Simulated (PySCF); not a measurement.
## Core-level calculation, with input and output: C₂H₉ClGeOSi

System: C₂H₉ClGeOSi, SMILES C[O][GeH]([Cl])[CH2][SiH3].
Method: delta-SCF UKS SCAN, pcX-2 on the ionised atom, pcseg-1 elsewhere, spin-free X2C (PySCF 2.14.0).

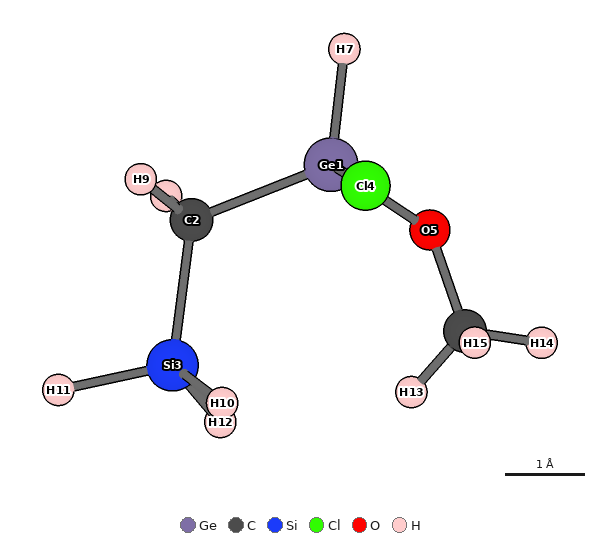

*The structure (ball-and-stick view, seen at a tilt; atoms are numbered from 1 in the order of the input). Sticks mark near contacts.*

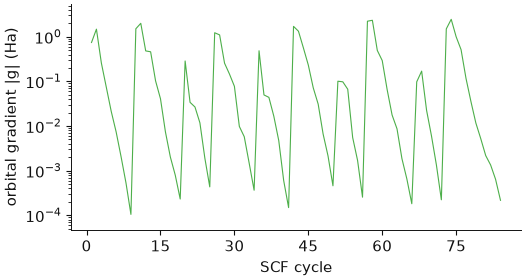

*Convergence of the self-consistent field: orbital gradient |g| against the SCF cycle.*

All cycles printed in the log are drawn one after another.

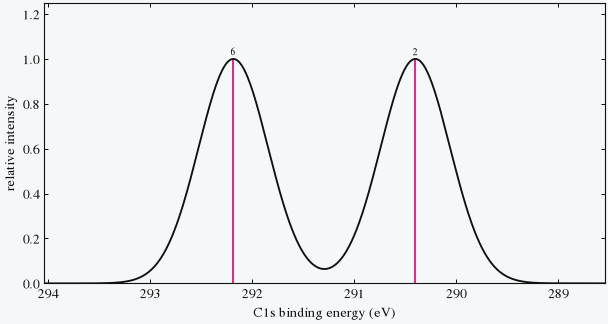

*C1s binding energies by ΔSCF of the atoms computed, labelled by atom number, with a Gaussian envelope of 0.8 eV full width.*

They run from 290.40 eV (atom 2) to 292.18 eV (atom 6).

The input that produced these results follows, with the program's output.

### The input
```
{"job": {"kind": "xps", "holes": 5}, "charge": 0, "multiplicity": 1}
Ge    -0.621657     0.266200     1.386470
C      1.157909     0.789245     0.814843
Si     1.543481     0.694769    -1.028729
Cl    -1.990856     1.747418     0.585548
O     -1.144432    -1.306680     0.778269
C     -1.492928    -1.541448    -0.561471
H     -0.809956     0.183098     2.903796
H      1.884781     0.175433     1.372911
H      1.286377     1.832473     1.150054
H      0.452699     1.328014    -1.827664
H      2.828437     1.404674    -1.310693
H      1.688322    -0.730241    -1.453259
H     -0.603512    -1.669421    -1.205210
H     -2.079422    -2.472143    -0.607173
H     -2.110209    -0.727076    -0.980562
```

The first line tells a small driver script what to run in PySCF; the rest is the geometry in Å.

Launch command:
```bash
OMP_NUM_THREADS=1 python <driver script> task.json out
```

### Log
```
ground state, core basis on atom 1 (C), 181 functions
  cycle   1  E = -3002.25020788  |g| = 7.44e-01
  cycle   2  E = -3001.90036757  |g| = 1.48e+00
  cycle   3  E = -3002.35799987  |g| = 2.59e-01
  cycle   4  E = -3002.37302648  |g| = 7.44e-02
  cycle   5  E = -3002.37434505  |g| = 2.14e-02
  cycle   6  E = -3002.37447393  |g| = 7.39e-03
  cycle   7  E = -3002.37448959  |g| = 2.06e-03
  cycle   8  E = -3002.37449050  |g| = 5.30e-04
  cycle   9  E = -3002.37449289  |g| = 1.05e-04
  E(ground) = -3002.55005716 Eh
hole in C 1s of atom 1
  cycle   1  E = -2991.11142254  |g| = 1.51e+00
[... 9 cycles left out ...]
  E(ion) = -2991.87806849 Eh   <S^2> = 0.7701   hole on atom = 1.000   binding energy = 290.400 eV
ground state, core basis on atom 2 (Si), 192 functions
[... 6 cycles left out ...]
  E(ground) = -3002.60083669 Eh
hole in Si 2p of atom 2
[... 9 cycles left out ...]
  E(ion) = -2998.66406960 Eh   <S^2> = 0.7521   hole on atom = 1.002   binding energy = 107.125 eV
  2p3/2 = 106.919 eV   2p1/2 = 107.542 eV
ground state, core basis on atom 3 (Cl), 192 functions
[... 7 cycles left out ...]
  E(ground) = -3002.71723806 Eh
hole in Cl 2p of atom 3
[... 9 cycles left out ...]
  E(ion) = -2995.14875995 Eh   <S^2> = 0.7521   hole on atom = 1.001   binding energy = 205.949 eV
  2p3/2 = 205.368 eV   2p1/2 = 207.022 eV
ground state, core basis on atom 4 (O), 181 functions
[... 6 cycles left out ...]
  E(ground) = -3002.57888734 Eh
hole in O 1s of atom 4
[... 10 cycles left out ...]
  E(ion) = -2982.81736239 Eh   <S^2> = 0.7628   hole on atom = 1.000   binding energy = 537.738 eV
ground state, core basis on atom 5 (C), 181 functions
[... 6 cycles left out ...]
  E(ground) = -3002.54904589 Eh
hole in C 1s of atom 5
[... 2 cycles left out ...]
  cycle   3  E = -2991.15860962  |g| = 1.00e+00
  cycle   4  E = -2991.53740836  |g| = 5.14e-01
  cycle   5  E = -2991.63202398  |g| = 1.17e-01
  cycle   6  E = -2991.63670822  |g| = 3.55e-02
  cycle   7  E = -2991.63745402  |g| = 1.17e-02
  cycle   8  E = -2991.63754696  |g| = 5.20e-03
  cycle   9  E = -2991.63756196  |g| = 2.18e-03
  cycle  10  E = -2991.63756613  |g| = 1.34e-03
  cycle  11  E = -2991.63756622  |g| = 6.42e-04
  cycle  12  E = -2991.63756601  |g| = 2.17e-04
  E(ion) = -2991.81154542 Eh   <S^2> = 0.7718   hole on atom = 1.000   binding energy = 292.182 eV
```

### Key numbers

| quantity | value |
| --- | --- |
| outcome | converged |
| hardware | 1 CPU thread, shared host |
| wall time | 49 s |
| peak memory | 0.74 GiB |
